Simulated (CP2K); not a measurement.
**PM6 run of C2H5BO2 (SMILES BC(=O)OC)**

What is the vertical ionisation energy of C2H5BO2 at PM6? 

Program for the calculation: CP2K 2026.2.

2 further runs of the same task are left out: 1 that didn't finish, 1 set aside as unsound or not needed.

## 1. The system as given

C2H5BO2 has 10 atoms, charge 0, and is taken as a singlet. As SMILES, `BC(=O)OC`. The coordinates come from a GFN2-xTB relaxation. This is one conformer, not always the lowest.

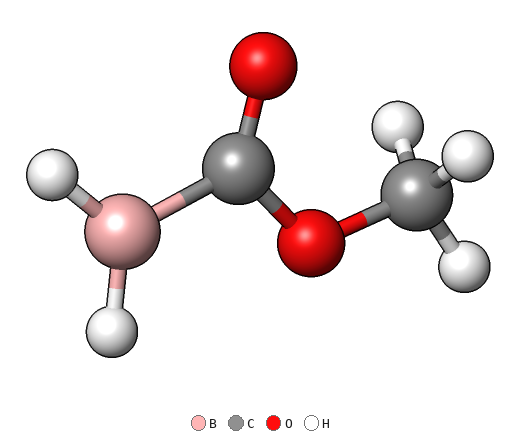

Viewed from a chosen angle; boron pink, carbon grey, oxygen red, hydrogen white.

## 2. Energy and forces at PM6

File calc.inp:

```
&GLOBAL
    PROJECT calc
    RUN_TYPE ENERGY_FORCE
    PRINT_LEVEL MEDIUM
&END GLOBAL

&FORCE_EVAL
    METHOD QUICKSTEP
    &DFT
        CHARGE 0
        MULTIPLICITY 1
        &QS
            METHOD PM6
            EPS_DEFAULT 1.0E-10
            &SE
                &COULOMB
                    CUTOFF [angstrom] 50
                    RC_RANGE [angstrom] 0
                &END COULOMB
                &EXCHANGE
                    CUTOFF [angstrom] 50
                    RC_RANGE [angstrom] 0
                &END EXCHANGE
            &END SE
        &END QS
        &POISSON
            PERIODIC NONE
            POISSON_SOLVER ANALYTIC
        &END POISSON
        &SCF
            SCF_GUESS ATOMIC
            EPS_SCF 1.0E-07
            MAX_SCF 100
            ADDED_MOS 2
            &DIAGONALIZATION
                ALGORITHM STANDARD
            &END DIAGONALIZATION
            &MIXING
                METHOD DIRECT_P_MIXING
                ALPHA 0.4
            &END MIXING
        &END SCF
        # extra output
        &PRINT
            &MOMENTS
                PERIODIC F
                REFERENCE COM
                MAX_MOMENT 1
            &END MOMENTS
            &MO ON
                ENERGIES T
                OCCUPATION_NUMBERS T
                NDIGITS 6
                &EACH
                    QS_SCF 0
                &END EACH
                ADD_LAST NUMERIC
            &END MO
            &HIRSHFELD OFF
            &END HIRSHFELD
        &END PRINT
    &END DFT
    &SUBSYS
        &CELL
            ABC [angstrom] 19.4 17.7 21.4
            PERIODIC NONE
        &END CELL
        &COORD
            B     -1.034240     0.116330    -1.812640
            C      0.103840     0.109980    -0.690500
            O      1.290390     0.293850    -0.862720
            O     -0.390280    -0.127370     0.541230
            C      0.548190    -0.153050     1.607120
            H     -2.140690    -0.042360    -1.491340
            H     -0.715450     0.283540    -2.918950
            H      1.072920     0.802820     1.671460
            H     -0.020120    -0.341730     2.514030
            H      1.285440    -0.942010     1.442300
        &END COORD
        &TOPOLOGY
            &CENTER_COORDINATES
            &END CENTER_COORDINATES
        &END TOPOLOGY
    &END SUBSYS
    &PRINT
        &FORCES ON
        &END FORCES
    &END PRINT
&END FORCE_EVAL
```

Command:

```
$ OMP_NUM_THREADS=1 cp2k.psmp -i calc.inp -o calc.out
```

What it wrote:

```text
CP2K| version string:                                       CP2K version 2026.2
[...]
 GLOBAL| Method name                                                        CP2K
[...]
 GLOBAL| Run type                                                   ENERGY_FORCE
[...]
                             - Atoms:                                         10
[...]
                             - Spherical basis functions:                     25
[...]
 Number of electrons:                                                         28
[...]
     1 P_Mix/Diag. 0.40E+00    0.0     0.74429941       -28.0682709338 -2.81E+01
[...]
    18 DIIS/Diag.  0.82E-07    0.0     0.00000008       -34.9193085773 -1.42E-13
  *** SCF run converged in    18 steps ***
  Core-core repulsion energy [eV]:                           2014.10275314692285
  Core Hamiltonian energy [eV]:                             -1552.45419702336949
  Two-electron integral energy [eV]:                        -2823.70253165270060
  Electronic energy [eV]:                                   -2964.30546284971979
  Total energy [eV]:                                         -950.20270970279705
  Atomic reference energy [eV]:                               947.59678771162680
  Heat of formation [kcal/mol]:                               -60.09399348481632
[...]
 SE_DIPOLE| Moment [Debye]          1.65440356       0.30521082      -0.56617356
 SE_DIPOLE| Derivative [a.u.]       0.00000000       0.00000000       0.00000000
 ENERGY| Total FORCE_EVAL ( QS ) energy [hartree]            -34.919308577312783
 FORCES| Atomic forces [hartree/bohr]
 FORCES|   Atom     x               y               z               |f|
 FORCES|      1 -1.44169919E-03 -1.13277087E-03  7.40817854E-03   7.63169546E-03
 FORCES|      2  1.43298171E-02  5.03171905E-03 -2.20684231E-02   2.67894970E-02
 FORCES|      3 -1.29416316E-03 -4.21420452E-05 -7.18566942E-04   1.48086890E-03
 FORCES|      4 -2.30650577E-02 -3.23574525E-03  4.21415446E-04   2.32947317E-02
 FORCES|      5  1.70799795E-02 -3.64470174E-04  1.81704482E-02   2.49404035E-02
 FORCES|      6 -9.69959547E-03 -1.58200884E-03  4.90359556E-03   1.09831759E-02
 FORCES|      7  6.82746290E-03  1.65328354E-03 -8.54414401E-03   1.10611931E-02
 FORCES|      8  1.02225200E-03  3.58768250E-03  2.02419590E-04   3.73596555E-03
 FORCES|      9 -5.50435423E-03 -7.91549954E-04  1.00549690E-03   5.65114951E-03
 FORCES|     10  1.74535825E-03 -3.12399794E-03 -7.80420232E-04   3.66260758E-03
 FORCES| Sum    -2.77555756E-17  4.85722573E-16 -1.02695630E-15
 FORCES| Total atomic force                                       1.13636967E-15
[...]
```

Wall time 1.1 s (1 thread of Intel Xeon Platinum 8259CL at 2.50GHz (Skylake/Cascade Lake), shared host); peak memory 0.19 GiB.

## 3. The doublet cation

File calc.inp:

```
&GLOBAL
  PROJECT_NAME calc
  RUN_TYPE ENERGY_FORCE
  PRINT_LEVEL MEDIUM
&END GLOBAL
&FORCE_EVAL
  METHOD Quickstep
  &DFT
    CHARGE 1
    MULTIPLICITY 2
    SPIN_POLARIZED T
    &QS
      METHOD PM6
      EPS_DEFAULT 1.0E-10
      &SE
        &COULOMB
          CUTOFF [angstrom] 50
          RC_RANGE [angstrom] 0
        &END COULOMB
        &EXCHANGE
          CUTOFF [angstrom] 50
          RC_RANGE [angstrom] 0
        &END EXCHANGE
      &END SE
    &END QS
    &POISSON
      PERIODIC NONE
      POISSON_SOLVER ANALYTIC
    &END POISSON
    &SCF
      SCF_GUESS ATOMIC
      EPS_SCF 1.0E-07
      MAX_SCF 40
      &OT
        MINIMIZER CG
        PRECONDITIONER FULL_SINGLE_INVERSE
      &END OT
      &OUTER_SCF
        EPS_SCF 1.0E-07
        MAX_SCF 10
      &END OUTER_SCF
    &END SCF
    &PRINT
      &MOMENTS
        PERIODIC F
        REFERENCE COM
        MAX_MOMENT 1
      &END MOMENTS
      &MO_CUBES
        NLUMO 3
        NHOMO -1
        WRITE_CUBE F
      &END MO_CUBES
      &HIRSHFELD OFF
      &END HIRSHFELD
    &END PRINT
  &END DFT
  &SUBSYS
    &CELL
      ABC 19.4 17.7 21.4
      PERIODIC NONE
    &END CELL
    &COORD
      B     -1.034240     0.116330    -1.812640
      C      0.103840     0.109980    -0.690500
      O      1.290390     0.293850    -0.862720
      O     -0.390280    -0.127370     0.541230
      C      0.548190    -0.153050     1.607120
      H     -2.140690    -0.042360    -1.491340
      H     -0.715450     0.283540    -2.918950
      H      1.072920     0.802820     1.671460
      H     -0.020120    -0.341730     2.514030
      H      1.285440    -0.942010     1.442300
    &END COORD
    &TOPOLOGY
      &CENTER_COORDINATES
      &END CENTER_COORDINATES
    &END TOPOLOGY
  &END SUBSYS
  &PRINT
    &FORCES ON
    &END FORCES
  &END PRINT
&END FORCE_EVAL
```

Command:

```
$ OMP_NUM_THREADS=1 cp2k.psmp calc.inp > calc.out
```

What it wrote:

```text
CP2K| version string:                                       CP2K version 2026.2
[...]
 GLOBAL| Method name                                                        CP2K
[...]
 GLOBAL| Run type                                                   ENERGY_FORCE
[...]
                             - Atoms:                                         10
[...]
                             - Spherical basis functions:                     25
[...]
 Number of electrons:                                                         14
[...]
     1 OT CG       0.80E-01    0.0     0.14791833       -29.3485776039 -2.93E+01
[...]
    19 OT CG       0.62E+00    0.0     0.00000008       -34.5549962256 -5.67E-12
  *** SCF run converged in    19 steps ***
  Core-core repulsion energy [eV]:                           2014.10275314692285
  Core Hamiltonian energy [eV]:                             -1496.93754916183889
  Two-electron integral energy [eV]:                        -2914.90894088237656
  Electronic energy [eV]:                                   -2954.39201960302671
  Total energy [eV]:                                         -940.28926645610409
  Atomic reference energy [eV]:                               947.59678771162680
  Heat of formation [kcal/mol]:                               168.51545679704591
[...]
 SE_DIPOLE| Moment [Debye]          0.24759083      -0.12661076       1.16071532
 SE_DIPOLE| Derivative [a.u.]       0.00000000       0.00000000       0.00000000
 *** WARNING in qs_scf_post_se.F:140 :: Printing of MO cube files not ***
 *** implemented for Semi-Empirical method.                           ***
 ENERGY| Total FORCE_EVAL ( QS ) energy [hartree]            -34.554996225581164
 FORCES| Atomic forces [hartree/bohr]
 FORCES|   Atom     x               y               z               |f|
 FORCES|      1 -2.31222597E-02  1.39645411E-03 -3.22048691E-02   3.96704244E-02
 FORCES|      2 -1.69227585E-02 -9.07075119E-03  4.96780072E-02   5.32593905E-02
 FORCES|      3  4.17786566E-02  8.78216312E-03 -2.28111264E-02   4.84038224E-02
 FORCES|      4 -3.06911292E-02 -4.07496079E-04 -2.61092200E-02   4.02964370E-02
 FORCES|      5  2.95890904E-02  2.31746346E-03  1.01259489E-02   3.13595241E-02
 FORCES|      6 -7.32900805E-03 -2.64596174E-03  1.54299889E-02   1.72858332E-02
 FORCES|      7  1.21033691E-02  2.07491928E-03 -7.24362528E-03   1.42571715E-02
 FORCES|      8  1.56165964E-03  6.30711626E-03  4.86321286E-03   8.11599259E-03
 FORCES|      9 -1.00855776E-02 -1.94695932E-03  5.30403828E-03   1.15603784E-02
 FORCES|     10  3.11795721E-03 -6.80694790E-03  2.96764470E-03   8.05376384E-03
 FORCES| Sum     7.49400542E-16  5.55111512E-16 -1.83186799E-15
 FORCES| Total atomic force                                       2.05559974E-15
[...]
```

Run time: 2.9 s. Hardware: 1 thread of Intel Xeon Platinum 8259CL at 2.50GHz (Skylake/Cascade Lake), shared host; peak memory 0.19 GiB.

## 4. Results

At PM6:

| quantity | value |
| --- | --- |
| singlet C2H5BO2: total energy | -34.91931 Eh |
| singlet C2H5BO2: dipole moment | 1.78 D |
| singlet C2H5BO2: HOMO energy | -10.53 eV |
| singlet C2H5BO2: LUMO energy | -1.40 eV |
| singlet C2H5BO2: HOMO–LUMO gap | 9.13 eV |
| singlet C2H5BO2: heat of formation at this unrelaxed shape | -60.1 kcal/mol |
| singlet C2H5BO2: largest force on an atom | 1.378 eV/Å |
| doublet cation: total energy | -34.55500 Eh |
| doublet cation: heat of formation at this unrelaxed shape | 168.5 kcal/mol |
| doublet cation: largest force on an atom | 2.739 eV/Å |
| vertical ionisation energy (to the doublet cation) | 9.913 eV |

**Reading.** The vertical ionisation energy comes to 9.91 eV (229 kcal/mol). The largest force (singlet C2H5BO2) is 1.38 eV/Å: the shape isn't a stationary point for this species at this level.
